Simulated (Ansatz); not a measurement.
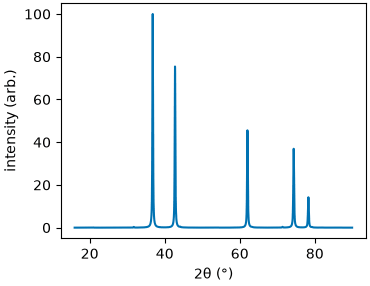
Fig. 1. Simulated powder pattern, Fe Kα, λ = 1.93735 Å

The pattern belongs to a structure relaxed with PBE (plane waves, PAW; program Ansatz).

### Question
Pick the material that matches.
(A) YNbN3, R3c (Y on 6a, Nb on 6a, N on 18b)
(B) Hf2SiN, P6_3/mmc (Si on 2d, Hf on 4f, N on 2a)
(C) LaN, Pnma (La on 4c, N on 4c)
(D) Ta2SnN, P6_3/mmc (Sn on 2d, Ta on 4f, N on 2a)

### Answer
C, LaN, Pnma (La on 4c, N on 4c)

The start of the workflow was typed in or built on a structure type; neither database checked (COD, Materials Project) lists it. COD files the formula under space group No. 225, so this cell is another polymorph or a model. Whether it is the stable phase at ambient conditions was not checked. Symmetry was held in the PBE relaxation; whether a distortion lowers the energy is not shown. Spin–orbit coupling is left out wherever it is not named.

Potentials: the earlier of the program's two PAW sets.
